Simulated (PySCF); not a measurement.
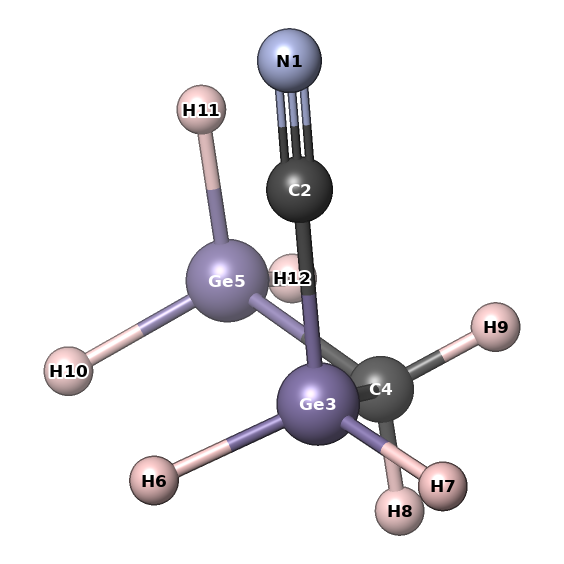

C4 lies behind Ge3. The molecule seen a little off the Ge3–C4 bond, Ge3 in front. Atoms fade into the background with distance from the viewer. The geometry was computed by an optimisation with PBE0-D3(BJ)/def2-SVP. No frequency run is at hand to confirm it as a minimum.

What is the torsion angle C2–Ge3–C4–Ge5? The sign is positive where the front bond must turn clockwise to cover the back bond.

−62°, synclinal (gauche). The bonds about Ge3–C4 are staggered.
